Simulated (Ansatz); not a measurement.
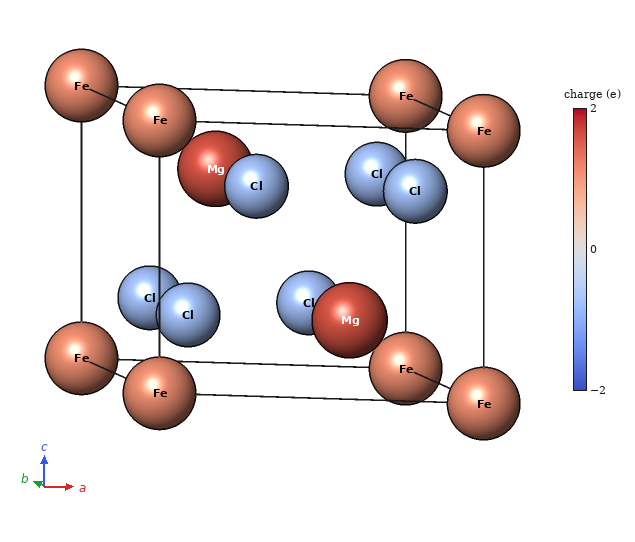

The crystal in a spheres-only representation, seen slightly off an axis. Thin lines show the simulation cell, with boundary atoms drawn in all their periodic places. The atoms of this Mg2FeCl6 cell are coloured by their Bader charge.

Setup: Ansatz, DFT, PAW plane waves, PBE; a kinetic-energy cutoff of 420 eV, the zone sampled with 6×6×6 points, Fermi-Dirac smearing of 0.1 eV, no spin polarisation (a spin-restricted run, not always the ground state).

> Give the charges by element.

Most positive: Mg; most negative: Cl. Charges: about Mg +1.6 e; Fe +1.1 e; Cl -0.7 e.

The picture shows a generated cell, made by putting these elements into a known structure type (the compound may or may not exist in this form); the geometry isn't optimised. It was run through Ansatz as a DFT input.

At this level of theory the cell isn't at rest (stretched, at -7 GPa and forces up to 0.9 eV/Å), so its distances can differ from those at equilibrium, the more so the softer the solid.
